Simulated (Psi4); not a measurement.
**BH2 (boron dihydride) at UMP2/def2-TZVPD (density fitting for correlation, ints tolerance 1e-12, sweep point 6)**

What is the vertical doublet–quartet gap of BH2 (boron dihydride) at UMP2/def2-TZVPD (density fitting for correlation, ints tolerance 1e-12, sweep point 6)? 

Program for the calculation: Psi4 1.11.

4 further runs of the same task are left out: 4 set aside as unsound or not needed.

### 1 The molecule

BH2 has 3 atoms, charge 0, and is taken as a doublet. As SMILES, `[BH2]`. Geometry: relaxed at GFN2-xTB.

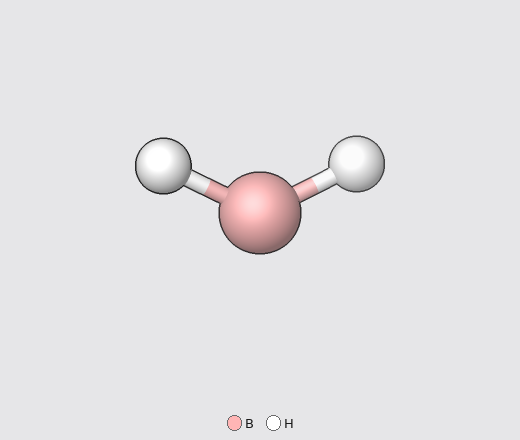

The structure, seen from a chosen angle (boron pink, hydrogen white).

### 2 A single-point energy at UMP2/def2-TZVPD (density fitting for correlation, ints tolerance 1e-12, sweep point 6)

calc.inp reads:

```
memory 1600 MB

molecule {
  0 2
  B      0.49669561    -0.31412917     0.24309437
  H      0.52916111     1.86198495     0.49318072
  H     -1.02585672    -1.54785577    -0.73629399
  units au
  symmetry c1
}

set globals {
  reference uhf
  puream true
  scf_type direct
  num_frozen_docc 1
  ints_tolerance 1e-12
  maxiter 150
}

e_tot, wfn = energy("mp2/def2-TZVPD", return_wfn=True)
```

Launch:

```bash
$ psi4 calc.inp calc.out -n 1
```

calc.out:

```text
[...]
  Running in c1 symmetry.
[...]
  Nuclear repulsion =    4.818243852462335
[...]
  Multiplicity = 2
[...]
  Nalpha       = 4
  Nbeta        = 3
[...]
    Number of basis functions: 55
[...]
   @DF-UHF iter   1:   -25.74999257012722   -6.89268e-01   1.65328e-03 ADIIS/DIIS
[...]
   @UHF iter  16:   -25.75999444799113   -1.54188e-12   4.65804e-09 DIIS
[...]
   @S^2 Observed:                7.536759735E-01
[...]
    Orbital Energies [Eh]
    ---------------------
    Alpha Occupied:
       1A     -7.636251     2A     -0.706009     3A     -0.531985
       4A     -0.348110
    Alpha Virtual:
       5A      0.043293     6A      0.051111     7A      0.141843
       8A      0.150940     9A      0.164915    10A      0.166015
      11A      0.172647    12A      0.181472    13A      0.184356
      14A      0.250046    15A      0.255696    16A      0.324101
      17A      0.341841    18A      0.366061    19A      0.378782
      20A      0.385368    21A      0.405088    22A      0.500514
      23A      0.505572    24A      0.626552    25A      0.647254
[...]
  @UHF Final Energy:   -25.75999444799113
   => Energetics <=
    Nuclear Repulsion Energy =              4.8182438524623352
    One-Electron Energy =                 -43.1415679547237119
    Two-Electron Energy =                  12.5633296542702393
    Total Energy =                        -25.7599944479911329
  UHF NO Occupations:
  HONO-2 :    2  A 1.9996368
  HONO-1 :    3  A 1.9985248
[...]
 Multipole Moments:
 ------------------------------------------------------------------------------------
     Multipole            Electronic (a.u.)      Nuclear  (a.u.)        Total (a.u.)
 ------------------------------------------------------------------------------------
 L = 1.  Multiply by 2.5417464519 to convert [e a0] to [Debye]
 Dipole X            :          0.5912212           -0.7593562           -0.1681350
 Dipole Y            :         -0.3377376            0.4338271            0.0960895
 Dipole Z            :          0.0000004            0.0000000            0.0000004
 Magnitude           :                                                    0.1936558
[...]
```

Run time: 1.7 s. Hardware: 1 thread of Intel Xeon 6975P-C (Granite Rapids), shared host; peak memory 0.2 GiB.

### 3 The quartet at the same level

job.inp reads:

```
memory 1600 mb

molecule system {
  0 4
  B      0.49669561    -0.31412917     0.24309437
  H      0.52916111     1.86198495     0.49318072
  H     -1.02585672    -1.54785577    -0.73629399
  units au
  symmetry c1
}

set {
  basis def2-TZVPD
  reference uhf
  puream true
  scf_type direct
  num_frozen_docc 1
  ints_tolerance 1e-12
  maxiter 150
}

energy("mp2")
print_variables()
```

Launch:

```bash
$ psi4 job.inp job.out -n 1
```

job.out:

```text
[...]
  Running in c1 symmetry.
[...]
  Nuclear repulsion =    4.818243852462335
[...]
  Multiplicity = 4
[...]
  Nalpha       = 5
  Nbeta        = 2
[...]
    Number of basis functions: 55
[...]
   @DF-UHF iter   1:   -25.54430531386578   -4.83581e-01   2.04947e-03 DIIS/ADIIS
[...]
   @UHF iter  19:   -25.56287018812621   -5.48539e-12   8.35610e-09 DIIS
[...]
   @S^2 Observed:                3.760470668E+00
[...]
    Orbital Energies [Eh]
    ---------------------
    Alpha Occupied:
       1A     -7.627059     2A     -0.826148     3A     -0.661750
       4A     -0.366597     5A     -0.311216
    Alpha Virtual:
       6A      0.048472     7A      0.126735     8A      0.137788
       9A      0.156707    10A      0.159482    11A      0.167595
      12A      0.180040    13A      0.183898    14A      0.213049
      15A      0.253627    16A      0.291936    17A      0.319594
      18A      0.345957    19A      0.355245    20A      0.364519
      21A      0.378097    22A      0.470087    23A      0.482553
      24A      0.591203    25A      0.612307    26A      0.645848
[...]
  @UHF Final Energy:   -25.56287018812621
   => Energetics <=
    Nuclear Repulsion Energy =              4.8182438524623352
    One-Electron Energy =                 -42.8235921233817010
    Two-Electron Energy =                  12.4424780827931514
    Total Energy =                        -25.5628701881262117
  UHF NO Occupations:
  HONO-2 :    3  A 1.0000000
  HONO-1 :    4  A 1.0000000
[...]
 Multipole Moments:
 ------------------------------------------------------------------------------------
     Multipole            Electronic (a.u.)      Nuclear  (a.u.)        Total (a.u.)
 ------------------------------------------------------------------------------------
 L = 1.  Multiply by 2.5417464519 to convert [e a0] to [Debye]
 Dipole X            :          0.3302679           -0.7593562           -0.4290883
 Dipole Y            :         -0.1911940            0.4338271            0.2426331
 Dipole Z            :         -0.0000000            0.0000000           -0.0000000
 Magnitude           :                                                    0.4929377
[...]
```

It took 1.6 s on 1 thread of Intel Xeon 6975P-C (Granite Rapids), shared host; peak memory 0.2 GiB.

### 4 Summary of results

At UMP2/def2-TZVPD (density fitting for correlation, ints tolerance 1e-12, sweep point 6), 1 core orbital frozen:

```
                                                           quantity         value
                                              doublet: total energy  -25.83776 Eh
doublet: HOMO energy (Hartree–Fock orbitals) (highest over α and β)      -9.47 eV
 doublet: LUMO energy (Hartree–Fock orbitals) (lowest over α and β)       1.18 eV
                doublet: correlation energy (1 core orbital frozen)     -77.8 mEh
                         doublet: ⟨S²⟩ of the reference determinant         0.754
                                              quartet: total energy  -25.63767 Eh
quartet: HOMO energy (Hartree–Fock orbitals) (highest over α and β)      -8.47 eV
 quartet: LUMO energy (Hartree–Fock orbitals) (lowest over α and β)      -3.30 eV
                quartet: correlation energy (1 core orbital frozen)     -74.8 mEh
                         quartet: ⟨S²⟩ of the reference determinant         3.760
                   vertical energy of the quartet above the doublet      5.444 eV
```

In words: At this shape the quartet lies 5.44 eV (126 kcal/mol) above the doublet.
